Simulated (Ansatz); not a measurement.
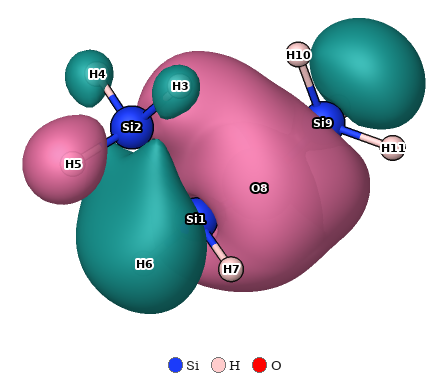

*H₈OSi₃. The LUMO at ±0.08 Å⁻³ᐟ² (teal and pink are the two phases), seen at a tilt.*

Method: Ansatz, RKS PBE/6-31G*.

Input file:

```
crystal:
  periodic: [false, false, false]
  atoms:
    - { symbol: Si, position_ang: [0.174644, -0.023963, 0.121213] }
    - { symbol: Si, position_ang: [1.012775, 0.071003, 2.20345] }
    - { symbol: H, position_ang: [0.132815, 0.115243, 3.424058] }
    - { symbol: H, position_ang: [1.985551, -1.064353, 2.374619] }
    - { symbol: H, position_ang: [1.820375, 1.346199, 2.170769] }
    - { symbol: H, position_ang: [1.537149, 0.052186, -0.427507] }
    - { symbol: H, position_ang: [-0.613149, 1.183213, -0.2989] }
    - { symbol: O, position_ang: [-0.599206, -1.415606, -0.399105] }
    - { symbol: Si, position_ang: [-1.637984, -2.520104, 0.310933] }
    - { symbol: H, position_ang: [-1.374111, -2.614332, 1.788581] }
    - { symbol: H, position_ang: [-3.065883, -2.108551, 0.103773] }
    - { symbol: H, position_ang: [-1.413577, -3.856236, -0.324585] }
basis:
  gaussian: { orbitals: "6-31G*" }
hamiltonian:
  xc: pbe
relax:
  f_tol: 0.03
  max_steps: 50
output:
  orbitals: {}
```

Command:

```sh
ansatz run input.yaml --threads 2 --pin off --max-ram 3072MiB --backend cpu --events-out ev --progress --plain --runs-dir out
```

The fields are those of the run's last geometry, not of the input's.

Question: Describe this orbital and give its energy.

Answer: By Hirshfeld shares it lies mainly on Si1 (about 30 %), Si9 (about 25 %), Si2 (about 15 %) and O8 (about 10 %). Its energy is −1.26 eV.
